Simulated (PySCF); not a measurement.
```
atom   x (Å)   y (Å)    z (Å)
   P  0.0000  0.0000  -1.4731
  Se  0.0000  0.0000   0.5709
```

The calculation used PBE0/def2-SVP, non-relativistic Hamiltonian with scalar-relativistic core potentials where named, at a bond length of 2.044 Å in PySCF.

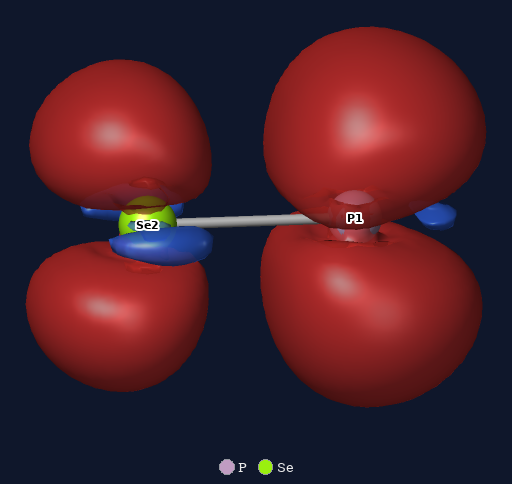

PSe (doublet). Isosurfaces of the spin density (α minus β) at +0.015 (red) and −0.015 e/Å³ (blue), seen from one side.

### Describe the spin distribution.

The unpaired spin (1 electron) lies mostly on P1 (about 0.7) and Se2 (about 0.3), in electrons by Hirshfeld's partition.
